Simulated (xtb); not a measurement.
Geometry relaxation of CH$_{5}$ClO$_{2}$Si (part 4 of 4)

CH$_{5}$ClO$_{2}$Si, SMILES OC(O)([SiH3])Cl; GFN1-xTB (xtb 6.7.1). The geometry comes from this level: GFN2-xTB.

Geometry of the input (Å):
```
O  -0.9048  1.2082  -0.3842
C  0.1619  0.3767  -0.2107
O  0.7342  -0.0589  -1.3687
Si -0.3622  -1.1392  0.8608
Cl 1.4590  1.3238  0.7298
H  -0.6820  1.9795  -0.9289
H  1.0156  0.6757  -1.9370
H  -1.3898  -1.8337  0.0916
H  -0.8760  -0.5907  2.1118
H  0.8440  -1.9415  1.0357
```

The program's output, continued:
```
         :::::::::::::::::::::::::::::::::::::::::::::::::::::
         ::                     SUMMARY                     ::
         :::::::::::::::::::::::::::::::::::::::::::::::::::::
         :: total energy             -20.337178747922 Eh    ::
         :: gradient norm              0.000190195071 Eh/a0 ::
         :: HOMO-LUMO gap              2.938002463123 eV    ::
         ::.................................................::
         :: SCC energy               -20.439673170286 Eh    ::
         :: -> electrostatic           0.074985162789 Eh    ::
         :: repulsion energy           0.106142787778 Eh    ::
         :: dispersion energy         -0.003648365414 Eh    ::
         :: halogen bond corr.         0.000000000000 Eh    ::
         :: add. restraining           0.000000000000 Eh    ::
         :: total charge               0.000000000000 e     ::
         :::::::::::::::::::::::::::::::::::::::::::::::::::::

           -------------------------------------------------
          |                Property Printout                |
           -------------------------------------------------

    * Orbital Energies and Occupations

         #    Occupation            Energy/Eh            Energy/eV
      -------------------------------------------------------------
         1        2.0000           -0.8835508             -24.0426
       ...           ...                  ...                  ...
         4        2.0000           -0.7436423             -20.2355
         5        2.0000           -0.7169974             -19.5105
         6        2.0000           -0.6785314             -18.4638
         7        2.0000           -0.6635033             -18.0548
         8        2.0000           -0.6076374             -16.5347
         9        2.0000           -0.5969014             -16.2425
        10        2.0000           -0.5882660             -16.0075
        11        2.0000           -0.5015063             -13.6467
        12        2.0000           -0.4759678             -12.9517
        13        2.0000           -0.4732998             -12.8791
        14        2.0000           -0.4495374             -12.2325
        15        2.0000           -0.4384754             -11.9315
        16        2.0000           -0.4126571             -11.2290 (HOMO)
        17                         -0.3046875              -8.2910 (LUMO)
        18                         -0.2021574              -5.5010
        19                         -0.1680803              -4.5737
        20                         -0.1443197              -3.9271
        21                         -0.1210848              -3.2949
        22                         -0.0805668              -2.1923
        23                         -0.0491046              -1.3362
        24                         -0.0364885              -0.9929
        25                         -0.0334838              -0.9111
        26                         -0.0229552              -0.6246
        27                         -0.0192005              -0.5225
       ...                                ...                  ...
        40                          1.7100987              46.5342
      -------------------------------------------------------------
                  HL-Gap            0.1079696 Eh            2.9380 eV
             Fermi-level           -0.3586723 Eh           -9.7600 eV

  Mulliken/CM5 charges         n(s)   n(p)   n(d)
     1O    -0.46051 -0.65865   1.674  4.787  0.000
     2C     0.49358  0.56481   1.109  2.397  0.000
     3O    -0.46051 -0.65866   1.674  4.787  0.000
     4Si    0.21499 -0.09160   1.198  1.803  0.783
     5Cl   -0.25833 -0.23365   1.920  5.348 -0.010
     6H     0.36715  0.54058   0.633  0.000  0.000
     7H     0.36714  0.54058   0.633  0.000  0.000
     8H    -0.12638 -0.04661   1.126  0.000  0.000
     9H    -0.06858  0.02159   1.069  0.000  0.000
    10H    -0.06855  0.02161   1.069  0.000  0.000

Wiberg/Mayer (AO) data.
largest (>0.10) Wiberg bond orders for each atom

 ---------------------------------------------------------------------------
     #   Z sym  total        # sym  WBO       # sym  WBO       # sym  WBO
 ---------------------------------------------------------------------------
     1   8 O    2.177 --     2 C    1.207     6 H    0.839
     2   6 C    3.417 --     1 O    1.207     3 O    1.207     4 Si   0.726
                             5 Cl   0.225
     3   8 O    2.177 --     2 C    1.207     7 H    0.839
     4  14 Si   4.476 --     9 H    0.942    10 H    0.942     8 H    0.922
                             5 Cl   0.887     2 C    0.726
     5  17 Cl   1.231 --     4 Si   0.887     2 C    0.225
     6   1 H    0.875 --     1 O    0.839
     7   1 H    0.875 --     3 O    0.839
     8   1 H    0.977 --     4 Si   0.922
     9   1 H    0.993 --     4 Si   0.942
    10   1 H    0.993 --     4 Si   0.942
 ---------------------------------------------------------------------------

Topologies differ in total number of bonds
Writing topology from bond orders to xtbtopo.mol

 dipole moment from electron density (au)
     X       Y       Z
  -0.1404   1.8009  -2.5356  total (Debye):    7.913

           -------------------------------------------------
          |                Geometry Summary                 |
           -------------------------------------------------

      molecular mass/u    :      112.5876858
   center of mass at/Å    :        0.3490676       0.1948412       0.3242041
  moments of inertia/u·Å² :        0.1352329E+03   0.2065456E+03   0.2519123E+03
rotational constants/cm⁻¹ :        0.1246563E+00   0.8161701E-01   0.6691865E-01

 * 7 selected distances

     #   Z          #   Z                                           value/Å
     1   8 O        2   6 C                                       1.3075320
     2   6 C        3   8 O                                       1.3075730
     1   8 O        6   1 H                                       0.9730436
     3   8 O        7   1 H                                       0.9730393 (min)
     4  14 Si       8   1 H                                       1.4960755 (max)
     4  14 Si       9   1 H                                       1.4465497
     4  14 Si      10   1 H                                       1.4465771

 * 3 distinct bonds (by element types)

   Z      Z             #   av. dist./Å        max./Å        min./Å
   1 H    8 O           2     0.9730414     0.9730436     0.9730393
   6 C    8 O           2     1.3075525     1.3075730     1.3075320
   1 H   14 Si          3     1.4630675     1.4960755     1.4465497

optimized geometry written to: xtbopt.xyz

           -------------------------------------------------
          | TOTAL ENERGY              -20.337178747922 Eh   |
          | GRADIENT NORM               0.000190195071 Eh/α |
          | HOMO-LUMO GAP               2.938002463123 eV   |
           -------------------------------------------------

------------------------------------------------------------------------
------------------------------------------------------------------------
 total:
 *  cpu-time:     0 d,  0 h,  0 min,  0.597 sec
 * ratio c/w:     0.737 speedup
 SCF:
 *  cpu-time:     0 d,  0 h,  0 min,  0.025 sec
 * ratio c/w:     0.997 speedup
 ANC optimizer:
 *  cpu-time:     0 d,  0 h,  0 min,  0.555 sec
 * ratio c/w:     0.723 speedup
```

File xtbopt.xyz:
```
10
 energy: -20.337178747922 gnorm: 0.000190195071 xtb: 6.7.1
O           -0.85280022355977        1.35653867058686       -0.56412809383363
C           -0.11367584466593        0.27823118405973       -0.53988538087666
O            0.72835871640898        0.12220262185977       -1.52800466665044
Si          -0.15117837502318       -0.97085041363893        0.99252875499334
Cl           1.35028522921529        0.66759035980469        1.36247688386794
H           -0.61020425715377        2.02926016047657       -1.22398156052644
H            0.85040175874089        0.88923844936383       -2.11415035050185
H           -1.20235802396858       -1.83053059706434        0.36466507077073
H           -0.89323299405931       -0.57506098546386        2.16947882136186
H            0.89439401406543       -1.96660944998432        1.08100052139520
```

Standard error:
```
normal termination of xtb
```

Trajectory as extended XYZ (Å, eV, eV/Å), 22 frames, from step=0 to step=21:
```
10
Properties=species:S:1:pos:R:3 step=0 energy=-553.07268
O    -0.9048    1.2082   -0.3842
C     0.1619    0.3767   -0.2107
O     0.7342   -0.0589   -1.3687
Si   -0.3622   -1.1392    0.8608
Cl    1.4590    1.3238    0.7298
H    -0.6820    1.9795   -0.9289
H     1.0156    0.6757   -1.9370
H    -1.3898   -1.8337    0.0916
H    -0.8760   -0.5907    2.1118
H     0.8440   -1.9415    1.0357
10
Properties=species:S:1:pos:R:3 step=1 energy=-553.11181
O    -0.9100    1.2315   -0.4063
C     0.1569    0.3845   -0.2283
O     0.7381   -0.0437   -1.3969
Si   -0.3453   -1.1112    0.8532
Cl    1.4502    1.2884    0.7576
H    -0.6833    2.0049   -0.9441
H     1.0245    0.6910   -1.9600
H    -1.3749   -1.8570    0.1426
H    -0.8743   -0.6305    2.1195
H     0.8180   -1.9579    1.0628
10
Properties=species:S:1:pos:R:3 step=2 energy=-553.13932
O    -0.9175    1.2505   -0.4314
C     0.1326    0.3699   -0.2487
O     0.7356   -0.0314   -1.4265
Si   -0.3379   -1.1015    0.8532
Cl    1.4185    1.2037    0.8099
H    -0.6710    2.0292   -0.9516
H     1.0358    0.7119   -1.9696
H    -1.3677   -1.8822    0.1819
H    -0.8555   -0.6163    2.1149
H     0.8270   -1.9336    1.0678
10
Properties=species:S:1:pos:R:3 step=3 energy=-553.16199
O    -0.9388    1.3092   -0.5133
C     0.0463    0.3192   -0.3236
O     0.7255    0.0104   -1.5195
Si   -0.3117   -1.0761    0.8645
Cl    1.3074    0.9232    0.9744
H    -0.6221    2.1040   -0.9752
H     1.0711    0.7854   -1.9923
H    -1.3431   -1.9590    0.3075
H    -0.8038   -0.5568    2.1048
H     0.8692   -1.8595    1.0727
10
Properties=species:S:1:pos:R:3 step=4 energy=-553.20172
O    -0.9255    1.2889   -0.4821
C     0.0746    0.3364   -0.3000
O     0.7300   -0.0008   -1.4826
Si   -0.3144   -1.0862    0.8724
Cl    1.3438    1.0299    0.9004
H    -0.6333    2.0732   -0.9680
H     1.0538    0.7632   -1.9799
H    -1.3425   -1.9246    0.2676
H    -0.8419   -0.5785    2.1108
H     0.8556   -1.9016    1.0614
10
Properties=species:S:1:pos:R:3 step=5 energy=-553.23244
O    -0.9225    1.2981   -0.4941
C     0.0584    0.3320   -0.3208
O     0.7284    0.0103   -1.4934
Si   -0.3051   -1.0805    0.8806
Cl    1.3229    0.9864    0.9192
H    -0.6184    2.0804   -0.9738
H     1.0542    0.7800   -1.9789
H    -1.3337   -1.9369    0.2953
H    -0.8480   -0.5685    2.1111
H     0.8639   -1.9013    1.0549
10
Properties=species:S:1:pos:R:3 step=6 energy=-553.30237
O    -0.9063    1.3320   -0.5429
C    -0.0155    0.3095   -0.4127
O     0.7204    0.0581   -1.5322
Si   -0.2798   -1.0663    0.9043
Cl    1.2407    0.8131    0.9990
H    -0.5475    2.1053   -1.0019
H     1.0509    0.8570   -1.9682
H    -1.3124   -1.9962    0.3982
H    -0.8505   -0.5263    2.1151
H     0.9002   -1.8862    1.0413
10
Properties=species:S:1:pos:R:3 step=7 energy=-553.31928
O    -0.8951    1.3282   -0.5335
C    -0.0120    0.3124   -0.4108
O     0.7228    0.0612   -1.5179
Si   -0.2859   -1.0745    0.9042
Cl    1.2601    0.8551    0.9781
H    -0.5394    2.0906   -1.0110
H     1.0335    0.8625   -1.9625
H    -1.3171   -1.9959    0.3901
H    -0.8605   -0.5379    2.1194
H     0.8937   -1.9016    1.0440
10
Properties=species:S:1:pos:R:3 step=8 energy=-553.33206
O    -0.8897    1.3368   -0.5394
C    -0.0289    0.3015   -0.4249
O     0.7242    0.0712   -1.5231
Si   -0.2794   -1.0746    0.9147
Cl    1.2577    0.8366    0.9958
H    -0.5241    2.0867   -1.0308
H     1.0164    0.8819   -1.9649
H    -1.3055   -1.9920    0.4015
H    -0.8674   -0.5391    2.1251
H     0.8968   -1.9090    1.0459
10
Properties=species:S:1:pos:R:3 step=9 energy=-553.35363
O    -0.8770    1.3500   -0.5470
C    -0.0583    0.2884   -0.4570
O     0.7284    0.0901   -1.5277
Si   -0.2635   -1.0619    0.9245
Cl    1.2669    0.7940    1.0646
H    -0.5043    2.0686   -1.0813
H     0.9686    0.9148   -1.9784
H    -1.2854   -1.9864    0.4234
H    -0.8736   -0.5402    2.1299
H     0.8982   -1.9174    1.0490
10
Properties=species:S:1:pos:R:3 step=10 energy=-553.36757
O    -0.8700    1.3507   -0.5492
C    -0.0788    0.2782   -0.4786
O     0.7288    0.0972   -1.5258
Si   -0.2406   -1.0434    0.9384
Cl    1.2796    0.7648    1.1225
H    -0.5068    2.0504   -1.1168
H     0.9310    0.9236   -1.9954
H    -1.2628   -1.9506    0.4153
H    -0.8803   -0.5439    2.1372
H     0.9000   -1.9270    1.0524
10
Properties=species:S:1:pos:R:3 step=11 energy=-553.38715
O    -0.8574    1.3550   -0.5587
C    -0.1147    0.2648   -0.5217
O     0.7282    0.1135   -1.5263
Si   -0.1957   -1.0032    0.9614
Cl    1.3028    0.7146    1.2255
H    -0.5218    2.0348   -1.1701
H     0.8832    0.9314   -2.0328
H    -1.2304   -1.9073    0.4118
H    -0.8921   -0.5562    2.1501
H     0.8980   -1.9474    1.0609
10
Properties=species:S:1:pos:R:3 step=12 energy=-553.39686
O    -0.8591    1.3457   -0.5604
C    -0.1271    0.2628   -0.5402
O     0.7207    0.1098   -1.5238
Si   -0.1638   -0.9753    0.9776
Cl    1.3304    0.6961    1.2957
H    -0.5666    2.0293   -1.1870
H     0.8689    0.9021   -2.0677
H    -1.2097   -1.8482    0.3722
H    -0.8910   -0.5665    2.1605
H     0.8972   -1.9557    1.0732
10
Properties=species:S:1:pos:R:3 step=13 energy=-553.39981
O    -0.8608    1.3489   -0.5620
C    -0.1213    0.2673   -0.5365
O     0.7218    0.1105   -1.5276
Si   -0.1654   -0.9771    0.9771
Cl    1.3344    0.6972    1.3004
H    -0.5782    2.0389   -1.1845
H     0.8790    0.8956   -2.0769
H    -1.2147   -1.8578    0.3763
H    -0.8894   -0.5687    2.1593
H     0.8947   -1.9548    1.0744
10
Properties=species:S:1:pos:R:3 step=14 energy=-553.40132
O    -0.8576    1.3535   -0.5652
C    -0.1249    0.2684   -0.5444
O     0.7239    0.1167   -1.5301
Si   -0.1562   -0.9726    0.9860
Cl    1.3400    0.6797    1.3324
H    -0.5895    2.0398   -1.2015
H     0.8697    0.8962   -2.0947
H    -1.2082   -1.8503    0.3777
H    -0.8925   -0.5702    2.1635
H     0.8953   -1.9612    1.0764
10
Properties=species:S:1:pos:R:3 step=15 energy=-553.40226
O    -0.8565    1.3540   -0.5634
C    -0.1177    0.2742   -0.5405
O     0.7251    0.1171   -1.5289
Si   -0.1565   -0.9751    0.9891
Cl    1.3459    0.6770    1.3436
H    -0.6007    2.0382   -1.2088
H     0.8650    0.8912   -2.1047
H    -1.2071   -1.8440    0.3714
H    -0.8937   -0.5703    2.1654
H     0.8964   -1.9623    1.0768
10
Properties=species:S:1:pos:R:3 step=16 energy=-553.40255
O    -0.8557    1.3548   -0.5647
C    -0.1175    0.2755   -0.5416
O     0.7255    0.1190   -1.5295
Si   -0.1550   -0.9744    0.9903
Cl    1.3448    0.6723    1.3485
H    -0.6026    2.0364   -1.2125
H     0.8624    0.8914   -2.1064
H    -1.2051   -1.8400    0.3711
H    -0.8934   -0.5708    2.1670
H     0.8965   -1.9641    1.0778
10
Properties=species:S:1:pos:R:3 step=17 energy=-553.40275
O    -0.8527    1.3574   -0.5645
C    -0.1160    0.2777   -0.5423
O     0.7271    0.1222   -1.5290
Si   -0.1521   -0.9714    0.9922
Cl    1.3494    0.6678    1.3590
H    -0.6075    2.0314   -1.2227
H     0.8528    0.8909   -2.1126
H    -1.2014   -1.8325    0.3674
H    -0.8944   -0.5766    2.1705
H     0.8948   -1.9668    1.0820
10
Properties=species:S:1:pos:R:3 step=18 energy=-553.40278
O    -0.8530    1.3565   -0.5649
C    -0.1139    0.2783   -0.5399
O     0.7294    0.1225   -1.5280
Si   -0.1518   -0.9718    0.9918
Cl    1.3482    0.6702    1.3603
H    -0.6100    2.0296   -1.2236
H     0.8521    0.8900   -2.1132
H    -1.2031   -1.8306    0.3656
H    -0.8907   -0.5755    2.1699
H     0.8929   -1.9691    1.0820
10
Properties=species:S:1:pos:R:3 step=19 energy=-553.40280
O    -0.8526    1.3574   -0.5635
C    -0.1133    0.2782   -0.5390
O     0.7277    0.1216   -1.5283
Si   -0.1521   -0.9713    0.9921
Cl    1.3504    0.6687    1.3588
H    -0.6094    2.0304   -1.2224
H     0.8516    0.8888   -2.1134
H    -1.2026   -1.8324    0.3649
H    -0.8941   -0.5765    2.1694
H     0.8943   -1.9649    1.0816
10
Properties=species:S:1:pos:R:3 step=20 energy=-553.40283
O    -0.8524    1.3568   -0.5640
C    -0.1140    0.2782   -0.5402
O     0.7282    0.1222   -1.5280
Si   -0.1510   -0.9707    0.9925
Cl    1.3503    0.6685    1.3616
H    -0.6096    2.0297   -1.2240
H     0.8507    0.8896   -2.1139
H    -1.2023   -1.8318    0.3659
H    -0.8939   -0.5756    2.1693
H     0.8940   -1.9671    1.0807
10
Properties=species:S:1:pos:R:3 step=21 energy=-553.40283
O    -0.8528    1.3565   -0.5641
C    -0.1137    0.2782   -0.5399
O     0.7284    0.1222   -1.5280
Si   -0.1512   -0.9708    0.9925
Cl    1.3503    0.6676    1.3625
H    -0.6102    2.0293   -1.2240
H     0.8504    0.8892   -2.1141
H    -1.2024   -1.8305    0.3647
H    -0.8932   -0.5751    2.1695
H     0.8944   -1.9666    1.0810
```

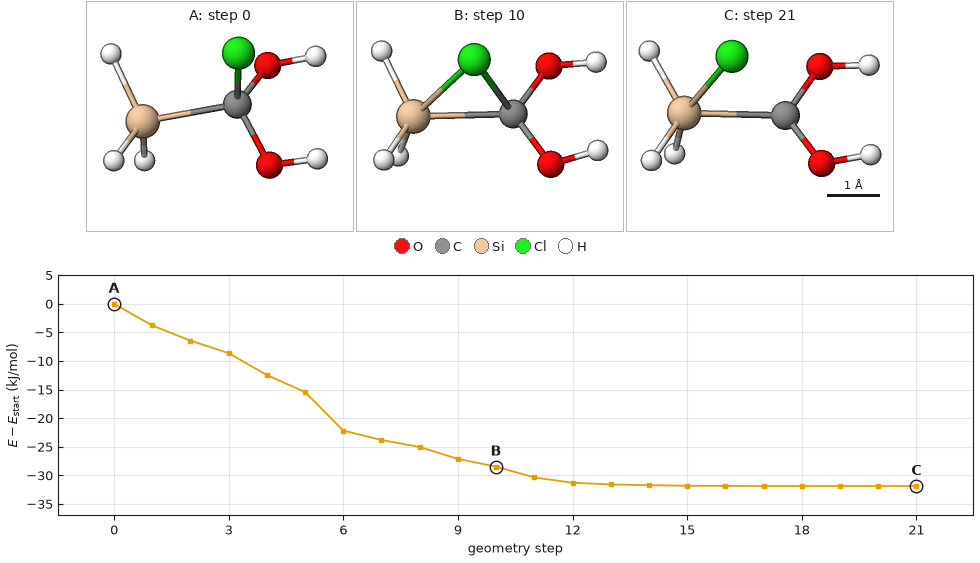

*Frames of the relaxation (ball-and-stick view, seen at a tilt) above the curves, on which the letters mark them (steps are counted from 0).*

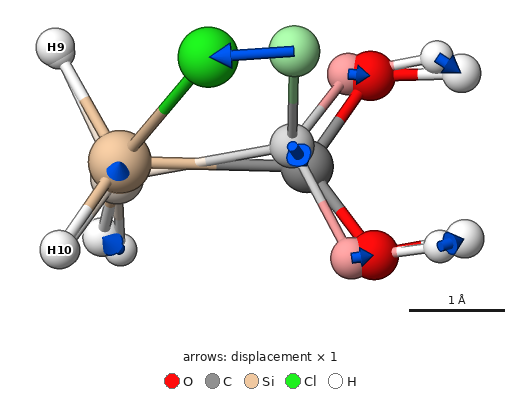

*Start (faint) and end (solid) with the displacements as blue arrows, at true length (ball-and-stick view, seen at a tilt). The two geometries are laid on each other by the best rigid fit.*

Over 21 geometry steps the energy falls by 31.9 kJ/mol. The atom that moves furthest after the best rigid fit is Cl5 (0.91 Å). Largest moves by element: Cl 0.91 Å, C 0.44 Å, H 0.34 Å, Si 0.31 Å, O 0.24 Å. Distances before and after: Si4–Cl5 3.066 → 2.253 Å, C2–Cl5 1.861 → 2.432 Å, C2–O3 1.363 → 1.308 Å, C2–Si4 1.929 → 1.977 Å. New bonds form: Si4–Cl5 (3.07 → 2.25 Å). Bonds break: C2–Cl5 (1.86 → 2.43 Å). Among the angles that change: H8–Si4–H9 112.5° → 97.9°, C2–Si4–H8 105.8° → 92.9°, O3–C2–Si4 109.6° → 121.5°. (Atoms are counted from 1 in the order of the input.)

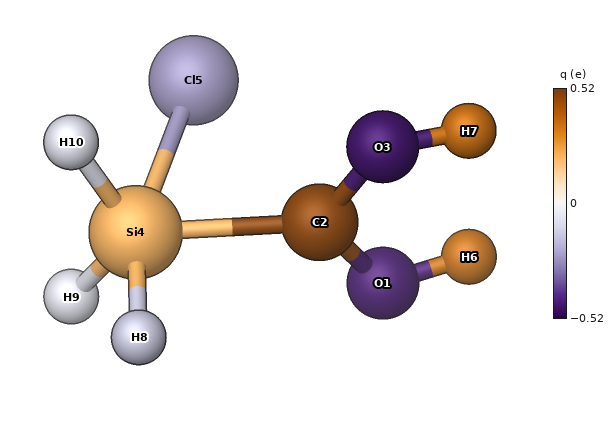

*Mulliken charges, as the colour of each atom (ball-and-stick view, seen at an oblique angle; atoms are numbered from 1 in the order of the input).*

By element: O −0.46, C +0.49, Si +0.21, Cl −0.26 and H −0.13 to +0.37 e.

Key numbers:

```csv
quantity,value
outcome,converged
electrons treated,32
total energy,−20.337179 hartree
dispersion energy,−0.003648 hartree
basis functions,42
HOMO,−11.23 eV
LUMO,−8.29 eV
dipole moment,7.91 D
wall time,0.94 s
peak memory,0.071 GiB
```
